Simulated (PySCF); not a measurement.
SMILES CC([SiH2][SiH2]N)=O at its GFN2-xTB optimised geometry (Å):

```
15

C     -0.6121    -2.9997    -0.0060
C      0.1858    -1.7256     0.0000
O      1.3990    -1.7256     0.0000
Si    -0.7508    -0.0453     0.0000
Si     0.8758     1.5774     0.1694
N      0.0018     3.0474     0.4304
H     -1.2560    -3.0056    -0.8826
H      0.0333    -3.8759    -0.0128
H     -1.2513    -3.0173     0.8740
H     -1.5565    -0.0746    -1.2360
H     -1.7606    -0.1675     1.0638
H      1.7321     1.4888     1.3545
H      1.7606     1.6160    -1.0119
H     -0.7441     3.2985    -0.1975
H      0.5193     3.8759     0.6749
```

Calculation: B3LYP/def2-TZVP (PySCF). Cells within 0.4 Å of a nucleus heavier than hydrogen are left out (blank, or x).

Map of the deformation density (molecule minus spherical neutral atoms) (e/bohr³) on the plane z = 0.0 Å:

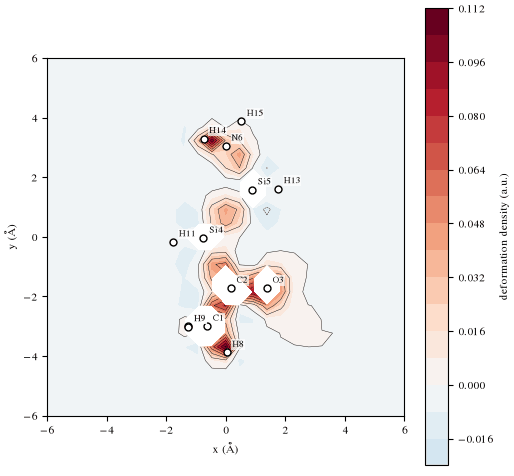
Figure. Deformation density (molecule minus spherical neutral atoms) (e/bohr³) on the plane z = 0.0 Å.
